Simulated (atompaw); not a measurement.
# How the scale of all radii shapes a PAW (atompaw) potential for Re

Aim: generate and test one potential in full, then change the scale of all radii and see what happens to hardness, ghosts and scattering.

Method: atompaw 4.2.0.5, PBE, scalar-relativistic.

1 further run of the same task is left out (it didn't finish).

## (1) Starting point

The settings as typed:

```json
{
  "element": "rhenium (Re, Z = 75)",
  "type": "PAW",
  "frozen core": "[Kr] 4d10",
  "valence charge": "29",
  "reference configuration": "4f14 5s2 5p6 5d5 6s0.5 6p0 (charge +1.5)",
  "partial waves": "5s (bound): rc 1.20 bohr; 6s (bound): rc 1.90 bohr; 5p (bound): rc 1.40 bohr; 6p (bound, empty): rc 2.00 bohr; 5d (bound): rc 2.00 bohr; 5d channel at -0.4 Ry: rc 2.00 bohr; 4f (bound): rc 1.00 bohr; 4f channel at 1.25 Ry: rc 1.00 bohr",
  "local potential": "bessel scheme, radius 1.80 bohr",
  "core correction": "smooth core density matched at 1.90 bohr",
  "augmentation charge": "besselshape compensation charge, radius 1.60 bohr; PAW radius 2.00 bohr; waves and projectors: custom polynom vanderbiltortho"
}
```

The nodes and maxima of the atom's own shells, from an earlier all-electron run, set the scale for the radii.

All-electron outer shells of the reference configuration (PBE, scalar-relativistic, ld1.x):

| shell | level (eV) | outermost node (bohr) | outermost maximum (bohr) |
| --- | --- | --- | --- |
| 4p | -459.35 | 0.23 | 0.43 |
| 4d | -267.40 | 0.21 | 0.44 |
| 5s | -97.32 | 0.52 | 0.93 |
| 5p | -59.12 | 0.56 | 1.06 |
| 4f | -54.37 | – | 0.41 |
| 5d | -17.08 | 0.62 | 1.41 |
| 6s | -16.30 | 1.24 | 2.45 |
| 6p | -10.10 | 1.47 | 3.10 |

## (2) Generation of the first potential

Re.input reads:

```
Re 75
GGA-PBE scalarrelativistic loggrid 2001 logderivrange -9 5 351
6 6 5 4 0 0
6 0 0.5
6 1 0
5 2 5
0 0 0
c
c
c
c
v
v
c
c
c
v
v
c
c
v
v
3
2.00 1.60 1.80 1.90
n
n
y
-0.4
n
y
1.25
n
custom polynom vanderbiltortho besselshape
bessel
1.20
1.90
1.40
2.00
2.00
2.00
1.00
1.00
PWSCFOUT
UPFDX 0.0125d0 UPFXMIN -7.d0 UPFZMESH 75.d0
END
```

Launch:

```console
$ atompaw < Re.input > Re.log
```

The output, the file Re (summary file):

```text
 Completed calculations for Re (AE)

 Exchange-correlation type: GGA, Perdew-Burke-Ernzerhof

 Radial integration grid is logarithmic 
 r0 =   9.1227854E-05 h =   6.8420890E-03   n =      2001 rmax =   8.0000000E+01

 Scalar relativistic calculation

 AEatom converged in  47 iterations
   nz     =  75.00
   delta  =       2.946133723528E-14

 All Electron Orbital energies:         
  n  l      occupancy      energy
  1  0      2.0000000E+00 -5.2683707E+03
  2  0      2.0000000E+00 -9.1415443E+02
  3  0      2.0000000E+00 -2.1232574E+02
  4  0      2.0000000E+00 -4.5012395E+01
  5  0      2.0000000E+00 -7.1532570E+00
  6  0      5.0000000E-01 -1.1983009E+00
  2  1      6.0000000E+00 -7.9778463E+02
  3  1      6.0000000E+00 -1.7801822E+02
  4  1      6.0000000E+00 -3.3761620E+01
  5  1      6.0000000E+00 -4.3449499E+00
  6  1      0.0000000E+00 -7.4253890E-01
  3  2      1.0000000E+01 -1.3915761E+02
  4  2      1.0000000E+01 -1.9653327E+01
  5  2      5.0000000E+00 -1.2552532E+00
  4  3      1.4000000E+01 -3.9961690E+00

 Total energy
   Total                    :   -33383.24346858806530

 ---
 Completed calculations for Re (SC)

 Exchange-correlation type: GGA, Perdew-Burke-Ernzerhof

 Radial integration grid is logarithmic 
 r0 =   9.1227854E-05 h =   6.8420890E-03   n =      2001 rmax =   8.0000000E+01

 Scalar relativistic calculation

 SCatom converged in   5 iterations
   nz     =  75.00
   delta  =       1.554437945037E-15

 Valence Electron Orbital energies:         
  n  l      occupancy      energy
   5  0      2.0000000E+00 -7.1532570E+00
   6  0      5.0000000E-01 -1.1983009E+00
   5  1      6.0000000E+00 -4.3449499E+00
   6  1      0.0000000E+00 -7.4253890E-01
   5  2      5.0000000E+00 -1.2552532E+00
   4  3      1.4000000E+01 -3.9961690E+00

 Total energy
   Total                    :   -33383.24346843249077
   Valence                  :    -1392.43760572299425

 PAW parameters: 
       lmax =            3
         rc =    2.0018989718802893     
        irc =         1462
   rc_shape =    1.6082364609300566     
    rc_vloc =    1.8066240809838441     
    rc_core =    1.9082743597007183     
   Vloc: truncated form - Vps(r)=A.sin(qr)/r for r<rc
   Projector type: polynomial pseudization + Vanderbilt ortho.
   Bessel compensation charge shape zeroed at   1.6082E+00

 Number of basis functions     8
 No.   n  nodes  l      Energy         Cp coeff         Occ
  1    5    4    0   -0.7153257E+01  0.1344781E+00  0.2000000E+01
  2    6    5    0   -0.1198301E+01  0.1967560E+02  0.5000000E+00
  3    5    3    1   -0.4344950E+01  0.5957660E+00  0.6000000E+01
  4    6    4    1   -0.7425389E+00  0.2815094E+02  0.0000000E+00
  5    5    2    2   -0.1255253E+01  0.4036772E+03  0.5000000E+01
  6  999    3    2   -0.4000000E+00  0.4273486E+02  0.0000000E+00
  7    4    0    3   -0.3996169E+01 -0.1227993E+00  0.1400000E+02
  8  999    1    3    0.1250000E+01 -0.2697553E+01  0.0000000E+00

 Eigenvalues of overlap operator (in the basis of projectors):
    1        2.91651612E-01
    2        7.00690753E-01
    3        7.07237432E-01
    4        3.47600198E+00
    5        1.39036933E+01
    6        8.16842630E+01
    7        3.46870017E+02
    8        4.95327594E+02

 Orbital leakage outside PAW augmentation regions
   orb  is_core?  %out_of_sphere
   1 0    T           0.00
   2 0    T           0.00
   3 0    T           0.00
   4 0    T           0.00
   5 0    F           1.12
   6 0    F          81.79
   2 1    T           0.00
   3 1    T           0.00
   4 1    T           0.00
   5 1    F           4.64
   6 1    F          93.46
   3 2    T          -0.00
   4 2    T           0.00
   5 2    F          33.55
   4 3    F           0.15

 Summary of PAW energies
   Total valence energy     :  -1392.43764870590348
   Smooth energy            :    340.53301422435368
   One center               :  -1732.97066293025705
   Smooth kinetic           :    189.44895396206368
   Vloc energy              :    104.64565982213081
   Smooth exch-corr         :    -29.38393610947528
   One-center xc            :   -630.75935932710468
```

Run time: 33 s. Hardware: 1 thread, shared host.

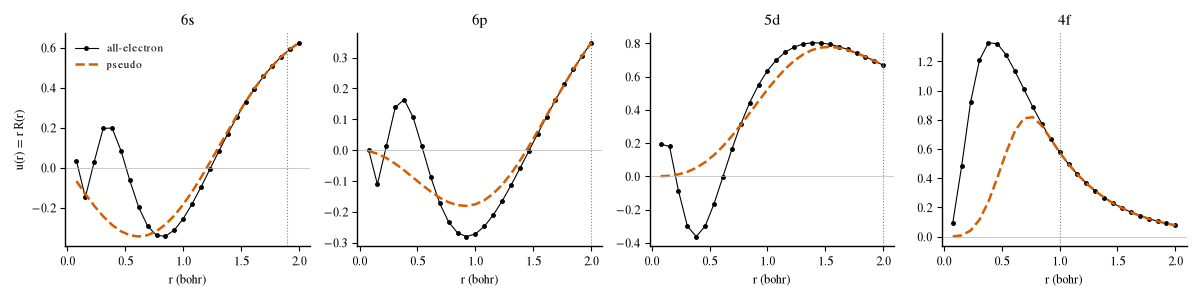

All-electron and pseudo partial waves (6s, 6p, 5d, 4f), with the matching radii dotted. The curves join 26 sampled radii, too few to resolve the innermost nodes.

## (3) Does it scatter like the atom?

Taken from the files of the generation run. The phase is arctan(r·u′/u) with u = r·R, unwrapped, with energies in Ry. A pole is an energy at which the radial function vanishes at the test radius. The pseudo phase is shifted by a multiple of π to meet the all-electron one at the reference energy. Levels narrower than the energy grid can be missing from the poles. The last column is the largest difference on the grid between −1 and +1 Ry.

```tsv
channel	radius (bohr)	reference (Ry)	poles AE	poles PS	window around the reference with phases within 0.05 rad (Ry)	largest difference near zero (rad)
s	2.00	-1.20	-6.93	-6.93	the whole range	0.018
p	2.00	-0.74	-3.78	-3.79	the whole range	0.000
d	2.00	-1.26	0.49	0.49	the whole range	0.000
f	2.00	-4.00	-3.96	-3.96	the whole range	0.001
```

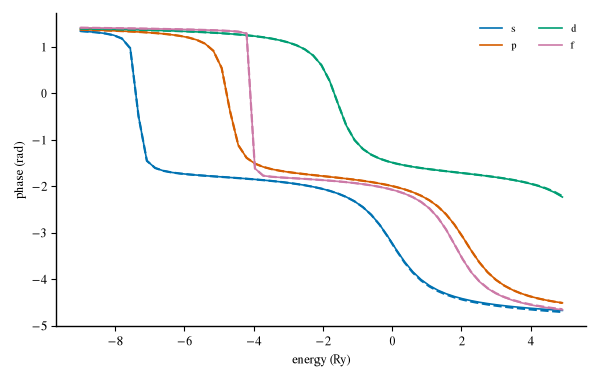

Phases by channel: all-electron solid, pseudo dashed.

## (4) Plane-wave convergence, by spherical Bessel functions

A separate test, outside the generator: the pseudo-atom's Hamiltonian at the reference potential is diagonalised in spherical Bessel functions j_l(qr) that vanish at 20 bohr, with q² up to the cutoff.

All-electron valence levels (Ry): 5s -7.1533, 6s -1.1983, 5p -4.3449, 6p -0.7425, 5d -1.2553, 4f -3.9962. The lowest levels of each channel (Ry) by cutoff; the last column sums, over occupied levels, occupation times the distance from the level at 400 Ry. A positive value at high cutoff is not a bound level.

```csv
cutoff (Ry),s #1,s #2,p #1,p #2,d #1,f #1,Σ f·Δε (mRy)
8,-6.9158,-1.1553,-2.1608,-0.5966,-0.9080,-0.1731,68858.6
15,-7.0352,-1.1973,-4.1224,-0.7404,-1.2075,-0.1740,55320.0
25,-7.0885,-1.1980,-4.3407,-0.7422,-1.2542,-0.1745,53662.1
40,-7.1496,-1.1983,-4.3442,-0.7425,-1.2551,-0.1765,53486.0
55,-7.1519,-1.1983,-4.3449,-0.7425,-1.2552,-1.6725,32533.1
90,-7.1532,-1.1983,-4.3449,-0.7425,-1.2552,-3.8377,2217.2
120,-7.1532,-1.1983,-4.3449,-0.7425,-1.2552,-3.9824,191.4
180,-7.1532,-1.1983,-4.3449,-0.7425,-1.2553,-3.9916,63.0
260,-7.1532,-1.1983,-4.3449,-0.7425,-1.2553,-3.9954,9.7
400,-7.1533,-1.1983,-4.3449,-0.7425,-1.2553,-3.9961,0.0
```

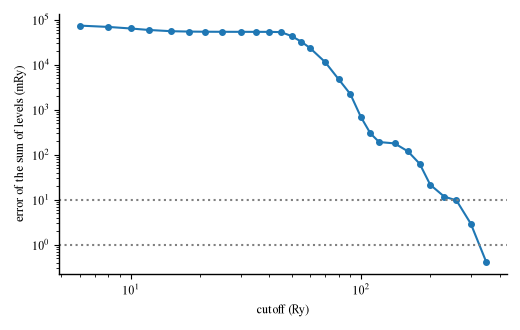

Occupation-weighted error of the valence levels against the cutoff; the dotted lines mark 10 and 1 mRy.

The sum stays within 10 mRy from 260 Ry and within 1 mRy only somewhere over 300 Ry. The sum leaves out empty levels, which can need more. Ghost test: no level below the all-electron spectrum of its channel (s, p, d, f tested).

## (5) Now with scale of all radii = 0.76

Re.input: that of step 2 with these lines changed.

```diff
@@ -23,3 +23,3 @@
 3
-2.00 1.60 1.80 1.90
+1.52 1.22 1.36 1.44
 n
@@ -34,10 +34,10 @@
 bessel
-1.20
-1.90
-1.40
-2.00
-2.00
-2.00
-1.00
-1.00
+0.92
+1.44
+1.06
+1.52
+1.52
+1.52
+0.76
+0.76
 PWSCFOUT
```

Launch:

```console
$ atompaw < Re.input > Re.log
```

What the program wrote to the file Re (summary file and the last messages):

```text
[... the first 47 lines are left out ...]
         rc =    1.5225678873091857     
        irc =         1422
   rc_shape =    1.2231589238307754     
    rc_vloc =    1.3646772483307239     
    rc_core =    1.4414625034893864     
   Vloc: truncated form - Vps(r)=A.sin(qr)/r for r<rc
   Projector type: polynomial pseudization + Vanderbilt ortho.
   Bessel compensation charge shape zeroed at   1.2232E+00

 Number of basis functions     8
 No.   n  nodes  l      Energy         Cp coeff         Occ
  1    5    4    0   -0.7153257E+01 -0.2474563E+00  0.2000000E+01
  2    6    5    0   -0.1198301E+01  0.1051175E+01  0.5000000E+00
  3    5    3    1   -0.4344950E+01 -0.2152282E+01  0.6000000E+01
  4    6    4    1   -0.7425389E+00  0.1155513E+02  0.0000000E+00
  5    5    2    2   -0.1255253E+01  0.1115065E+04  0.5000000E+01
  6  999    3    2   -0.4000000E+00  0.6019345E+03  0.0000000E+00
  7    4    0    3   -0.3996169E+01 -0.3102226E+00  0.1400000E+02
  8  999    1    3    0.1250000E+01 -0.3289489E+01  0.0000000E+00

 Eigenvalues of overlap operator (in the basis of projectors):
    1       -3.22129093E-01
    2        1.28865903E+00
    3        2.36211083E+00
    4        2.53553162E+00
    5        2.57976391E+00
    6        8.94819605E+01
    7        1.33367282E+02
    8        5.67969537E+03

The overlap operator has at least one negative eigenvalue!
It might be not positive definite...
Program is stopping.
This probably means that your projectors are too similar
or that your PAW basis is incomplete.
Advice: try to change your input parameters (f.i. : reference energies).
```

Wall time 32 s (1 thread, shared host).

The generator stops with "atompaw: The overlap operator has at least one negative eigenvalue!". The reason: the overlap operator built from these waves and projectors is not positive definite.

## (6) Now with scale of all radii = 0.85

Re.input: that of step 5 with these lines changed.

```diff
@@ -23,3 +23,3 @@
 3
-1.52 1.22 1.36 1.44
+1.70 1.36 1.54 1.62
 n
@@ -34,10 +34,10 @@
 bessel
-0.92
-1.44
-1.06
-1.52
-1.52
-1.52
-0.76
-0.76
+1.02
+1.62
+1.20
+1.70
+1.70
+1.70
+0.86
+0.86
 PWSCFOUT
```

Launch:

```console
$ atompaw < Re.input > Re.log
```

Output in the file Re (summary file):

```text
 Completed calculations for Re (AE)

 Exchange-correlation type: GGA, Perdew-Burke-Ernzerhof

 Radial integration grid is logarithmic 
 r0 =   9.1227854E-05 h =   6.8420890E-03   n =      2001 rmax =   8.0000000E+01

 Scalar relativistic calculation

 AEatom converged in  47 iterations
   nz     =  75.00
   delta  =       2.946133723528E-14

[... all-electron levels as in step 2 ...]

 Total energy
   Total                    :   -33383.24346858806530

 ---
 Completed calculations for Re (SC)

 Exchange-correlation type: GGA, Perdew-Burke-Ernzerhof

 Radial integration grid is logarithmic 
 r0 =   9.1227854E-05 h =   6.8420890E-03   n =      2001 rmax =   8.0000000E+01

 Scalar relativistic calculation

 SCatom converged in   5 iterations
   nz     =  75.00
   delta  =       1.554437945037E-15

 Valence Electron Orbital energies:         
  n  l      occupancy      energy
   5  0      2.0000000E+00 -7.1532570E+00
   6  0      5.0000000E-01 -1.1983009E+00
   5  1      6.0000000E+00 -4.3449499E+00
   6  1      0.0000000E+00 -7.4253890E-01
   5  2      5.0000000E+00 -1.2552532E+00
   4  3      1.4000000E+01 -3.9961690E+00

 Total energy
   Total                    :   -33383.24346843249077
   Valence                  :    -1392.43760572299425

 PAW parameters: 
       lmax =            3
         rc =    1.7103882675196436     
        irc =         1439
   rc_shape =    1.3646772483307239     
    rc_vloc =    1.5435474423827271     
    rc_core =    1.6303963777408039     
   Vloc: truncated form - Vps(r)=A.sin(qr)/r for r<rc
   Projector type: polynomial pseudization + Vanderbilt ortho.
   Bessel compensation charge shape zeroed at   1.3647E+00

 Number of basis functions     8
 No.   n  nodes  l      Energy         Cp coeff         Occ
  1    5    4    0   -0.7153257E+01 -0.3672605E+00  0.2000000E+01
  2    6    5    0   -0.1198301E+01  0.2779238E+01  0.5000000E+00
  3    5    3    1   -0.4344950E+01  0.3826291E+01  0.6000000E+01
  4    6    4    1   -0.7425389E+00  0.9811795E+02  0.0000000E+00
  5    5    2    2   -0.1255253E+01  0.8933641E+03  0.5000000E+01
  6  999    3    2   -0.4000000E+00  0.2734892E+03  0.0000000E+00
  7    4    0    3   -0.3996169E+01 -0.1809991E+00  0.1400000E+02
  8  999    1    3    0.1250000E+01 -0.3115789E+01  0.0000000E+00

 Eigenvalues of overlap operator (in the basis of projectors):
    1        2.42272610E-01
    2        7.46687244E-01
    3        1.23708048E+00
    4        2.88236780E+00
    5        6.85841483E+00
    6        8.14661086E+01
    7        2.20486454E+02
    8        1.74848350E+03

 Orbital leakage outside PAW augmentation regions
   orb  is_core?  %out_of_sphere
   1 0    T           0.00
   2 0    T           0.00
   3 0    T           0.00
   4 0    T           0.00
   5 0    F           4.00
   6 0    F          90.86
   2 1    T           0.00
   3 1    T           0.00
   4 1    T           0.00
   5 1    F          11.70
   6 1    F          95.59
   3 2    T           0.00
   4 2    T           0.00
   5 2    F          48.49
   4 3    F           0.48

 Summary of PAW energies
   Total valence energy     :  -1392.43763053732937
   Smooth energy            :    520.97307152556289
   One center               :  -1913.41070206289237
   Smooth kinetic           :    284.88969323228616
   Vloc energy              :    125.74538115521759
   Smooth exch-corr         :    -33.43953831920393
   One-center xc            :   -626.70375711737597
```

It took 34 s on 1 thread, shared host.

With this change the loose cutoff goes from 260 Ry to over 300 Ry and there is no bound ghost.

## (7) Changed: scale of all radii = 1.29

Re.input: that of step 6 with these lines changed.

```diff
@@ -23,3 +23,3 @@
 3
-1.70 1.36 1.54 1.62
+2.58 2.06 2.32 2.44
 n
@@ -34,10 +34,10 @@
 bessel
-1.02
-1.62
-1.20
-1.70
-1.70
-1.70
-0.86
-0.86
+1.54
+2.44
+1.80
+2.58
+2.58
+2.58
+1.28
+1.28
 PWSCFOUT
```

Launch:

```console
$ atompaw < Re.input > Re.log
```

What the program wrote to the file Re (summary file):

```text
 Completed calculations for Re (AE)

 Exchange-correlation type: GGA, Perdew-Burke-Ernzerhof

 Radial integration grid is logarithmic 
 r0 =   9.1227854E-05 h =   6.8420890E-03   n =      2001 rmax =   8.0000000E+01

 Scalar relativistic calculation

 AEatom converged in  47 iterations
   nz     =  75.00
   delta  =       2.946133723528E-14

[... all-electron levels as in step 2 ...]

 Total energy
   Total                    :   -33383.24346858806530

 ---
 Completed calculations for Re (SC)

 Exchange-correlation type: GGA, Perdew-Burke-Ernzerhof

 Radial integration grid is logarithmic 
 r0 =   9.1227854E-05 h =   6.8420890E-03   n =      2001 rmax =   8.0000000E+01

 Scalar relativistic calculation

 SCatom converged in   5 iterations
   nz     =  75.00
   delta  =       1.554437945037E-15

 Valence Electron Orbital energies:         
  n  l      occupancy      energy
   5  0      2.0000000E+00 -7.1532570E+00
   6  0      5.0000000E-01 -1.1983009E+00
   5  1      6.0000000E+00 -4.3449499E+00
   6  1      0.0000000E+00 -7.4253890E-01
   5  2      5.0000000E+00 -1.2552532E+00
   4  3      1.4000000E+01 -3.9961690E+00

 Total energy
   Total                    :   -33383.24346843249077
   Valence                  :    -1392.43760572299425

 PAW parameters: 
       lmax =            3
         rc =    2.5963484941552450     
        irc =         1500
   rc_shape =    2.0715729414600808     
    rc_vloc =    2.3271132315185463     
    rc_core =    2.4412861218663084     
   Vloc: truncated form - Vps(r)=A.sin(qr)/r for r<rc
   Projector type: polynomial pseudization + Vanderbilt ortho.
   Bessel compensation charge shape zeroed at   2.0716E+00

 Number of basis functions     8
 No.   n  nodes  l      Energy         Cp coeff         Occ
  1    5    4    0   -0.7153257E+01 -0.1487076E+00  0.2000000E+01
  2    6    5    0   -0.1198301E+01  0.5802769E+01  0.5000000E+00
  3    5    3    1   -0.4344950E+01 -0.2815303E+00  0.6000000E+01
  4    6    4    1   -0.7425389E+00  0.1138178E+02  0.0000000E+00
  5    5    2    2   -0.1255253E+01  0.1185556E+03  0.5000000E+01
  6  999    3    2   -0.4000000E+00  0.1117557E+02  0.0000000E+00
  7    4    0    3   -0.3996169E+01 -0.3095848E+00  0.1400000E+02
  8  999    1    3    0.1250000E+01 -0.1519382E+01  0.0000000E+00

 Eigenvalues of overlap operator (in the basis of projectors):
    1        3.08182131E-01
    2        4.73379478E-01
    3        6.61378557E-01
    4        2.48277486E+00
    5        1.71717417E+01
    6        7.27993423E+01
    7        9.58570708E+01
    8        1.58855063E+02

 Orbital leakage outside PAW augmentation regions
   orb  is_core?  %out_of_sphere
   1 0    T           0.00
   2 0    T           0.00
   3 0    T           0.00
   4 0    T           0.00
   5 0    F           0.07
   6 0    F          54.30
   2 1    T           0.00
   3 1    T           0.00
   4 1    T           0.00
   5 1    F           0.61
   6 1    F          80.17
   3 2    T          -0.00
   4 2    T           0.00
   5 2    F          14.33
   4 3    F           0.01

 Summary of PAW energies
   Total valence energy     :  -1392.43761569908497
   Smooth energy            :    144.33347261018017
   One center               :  -1536.77108830926522
   Smooth kinetic           :     88.31435909856638
   Vloc energy              :     56.52817630954048
   Smooth exch-corr         :    -20.04497757132711
   One-center xc            :   -640.09831786525285
```

Wall time 35 s (1 thread, shared host).

Against the first potential, the loose cutoff goes from 260 Ry to 140 Ry and there is no bound ghost.

## (8) All runs side by side

Cutoffs, loose and tight: the cutoffs (Ry, on a coarse ladder) from which the occupation-weighted sum of valence levels, in a spherical-Bessel basis at the reference potential, stays within 10 and 1 mRy of its value at 400 Ry; empty and scattering waves don't count. The number of plane waves in a given cell goes as the cutoff to the power 3/2; it is given for the loose cutoff, relative to the first potential. The phase difference is the largest within 1 Ry of zero, over the channels with partial waves. A dash means not determined. 3 further runs were made in the same way; their inputs and logs are not shown.

```csv
scale of all radii,outcome,"cutoff, loose","cutoff, tight","plane waves, relative",bound ghosts,phase difference near zero (rad),lowest overlap eigenvalue (Bessel basis)
0.76,failed: atompaw: The overlap operator has at least one negative eigenvalue!,–,–,–,–,–,–
0.85,generated,over 300 Ry,over 300 Ry,–,none,0.001,0.044
0.94,generated,300 Ry,over 300 Ry,1.24,none,0.049,0.533
1 (first),generated,260 Ry,over 300 Ry,1.00,none,0.018,0.645
1.09,generated,230 Ry,over 300 Ry,0.83,none,0.003,0.581
1.2,generated,160 Ry,260 Ry,0.48,none,0.002,0.516
1.29,generated,140 Ry,200 Ry,0.40,none,0.003,0.455
```

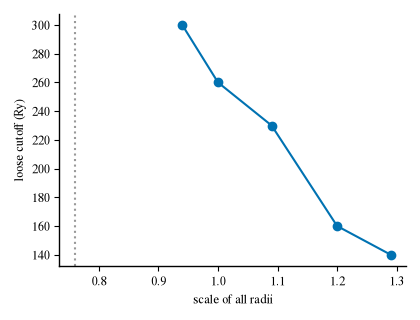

The series at a glance; dotted lines mark runs that failed.

**Reading.** As the scale of all radii grows from 0.94 to 1.29, the loose cutoff falls from 300 Ry to 140 Ry. Generation fails at 0.76.

The first potential by itself. By its cutoff, 260 Ry for the looser tolerance, it is very hard. The tighter tolerance needs over 300 Ry, and converged work needs a cutoff nearer that. The slowest occupied level is 4f: taken alone it needs 230 Ry to come within 1 mRy, against 70 Ry for 5s. It is free of bound ghosts as far as tested. Near zero energy the phases of the channels with partial waves agree within 0.018 rad.
